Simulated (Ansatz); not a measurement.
# AlClF2H3N: the cost of one run

All numbers below are computed with Ansatz 0.2.0 (RHF/def2-SVP).

### Step 1. The structure to begin with

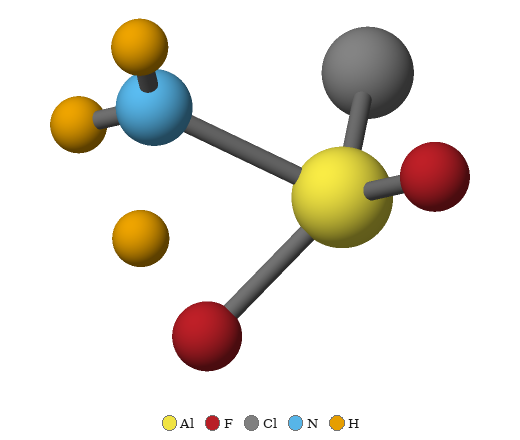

The starting structure, seen from a chosen angle (aluminium yellow, fluorine red, chlorine grey, nitrogen blue, hydrogen amber).

Structure file:

```xyz
8

Al    0.0000    0.0000    0.0000
F     0.0000    0.0000    2.0400
Cl    1.9312    0.0000   -1.1150
F    -1.4635    0.0000   -0.8450
N     0.4669   -2.0544    0.7000
H    -0.1002   -2.8768    0.3456
H     1.2570   -2.2129    1.3887
H     0.2736   -1.2039    1.7877
```

### Step 2. A restrained relaxation towards end A

Springs on the bonds that form and break draw the guess towards this end; the thresholds are loose.

Input file input.yaml:

```yaml
crystal:
  periodic: [false, false, false]
  atoms:
    - { symbol: Al, position_ang: [0.0, 0.0, 0.0] }
    - { symbol: F, position_ang: [0.0, 0.0, 2.04] }
    - { symbol: Cl, position_ang: [1.9312, 0.0, -1.115] }
    - { symbol: F, position_ang: [-1.4635, 0.0, -0.845] }
    - { symbol: "N", position_ang: [0.4669, -2.0544, 0.7] }
    - { symbol: H, position_ang: [-0.1002, -2.8768, 0.3456] }
    - { symbol: H, position_ang: [1.257, -2.2129, 1.3887] }
    - { symbol: H, position_ang: [0.2736, -1.2039, 1.7877] }
basis:
  gaussian: { orbitals: def2-SVP }
hamiltonian:
  xc: hf
relax:
  f_tol: 0.15
  max_steps: 25
  restrain:
    - { distance: [0, 4], at: 3.12, k: 30.0 }
    - { distance: [7, 1], at: 2.12, k: 30.0 }
    - { distance: [0, 1], at: 1.69, k: 30.0 }
    - { distance: [7, 4], at: 1.06, k: 30.0 }
```

Launch:

```
> ansatz run input.yaml --threads 1 --pin off --max-ram 2048MiB --backend cpu --events-out ev --progress --plain --runs-dir out
```

**Question.** How long does this run take on 1 thread of Arm Neoverse V1, shared host, and how much memory does it need?

About 22 s, with a peak of 0.17 GiB.
